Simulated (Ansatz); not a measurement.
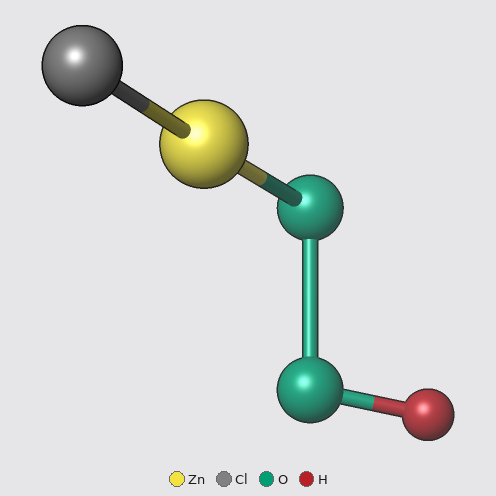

The geometry was computed by an optimisation with PBE0-D4/def2-TZVP.

What does the picture show?

It has 5 atoms: 1 chlorine, 1 hydrogen, 2 oxygen and 1 zinc (ClHO2Zn). This geometry has C1 symmetry. Coordination: 1 Zn linear; 2 O bent.

More results for the same structure follow; atom numbers are the same in all pictures, views and colours differ.

**Geometry**

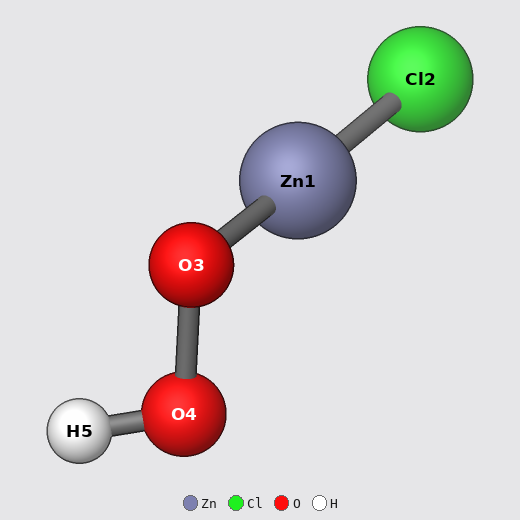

Numbered structure.

Which atoms are bonded, and how long are the bonds?

```tsv
bond	length (Å)
Zn1–Cl2	2.081
Zn1–O3	1.801
O3–O4	1.453
O4–H5	0.964
```

**Thermal motion**

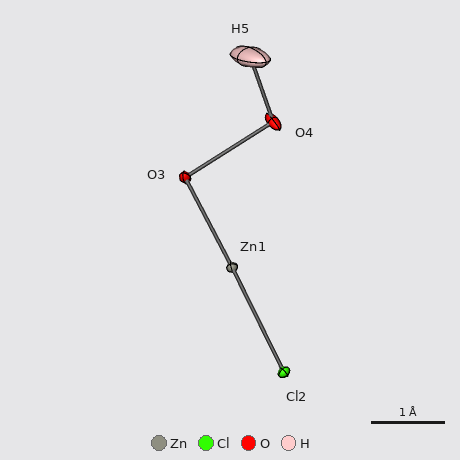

Displacement ellipsoids at the 50 % level, from the internal vibrations of the free molecule (harmonic, no overall translation or rotation; no half-axis is drawn under 0.075 Å). Vibrations computed with RKS PBE0-D4/def2-TZVP (Ansatz 0.2.0). Temperature: 100 K.

List U_eq and the three principal root-mean-square amplitudes for each kind of atom.

| atom | U_eq (Å²) | rms amplitudes (Å) |
| --- | --- | --- |
| Zn1 | 0.0011 | 0.019, 0.032, 0.045 |
| Cl2 | 0.0016 | 0.028, 0.029, 0.056 |
| O3 | 0.0028 | 0.041, 0.047, 0.067 |
| O4 | 0.0050 | 0.010, 0.042, 0.115 |
| H5 | 0.0376 | 0.084, 0.128, 0.299 |

**Electronic properties**

Properties computed with RKS PBE0-D4/def2-TZVPP (Ansatz 0.2.0).

Give the HOMO energy (Kohn–Sham orbital) at this level.

−7.52 eV.

Estimate the LUMO energy (Kohn–Sham orbital).

−1.46 eV.

**Vibrations**

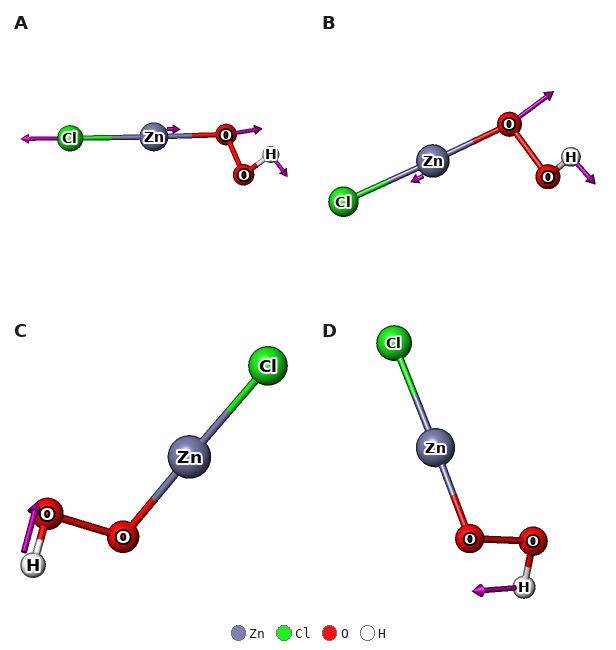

4 normal modes of one molecule or complex, as arrows. Harmonic vibrations computed with RKS PBE0-D4/def2-TZVP (Ansatz 0.2.0) at a stationary point of the same level.

Match the panels to the wavenumbers 412 cm⁻¹, 661 cm⁻¹, 1351 cm⁻¹, 3817 cm⁻¹.

A: 412 cm⁻¹, Zn–Cl stretching
B: 661 cm⁻¹, Zn–O stretching
C: 3817 cm⁻¹, O–H stretching
D: 1351 cm⁻¹, H–O–O bending
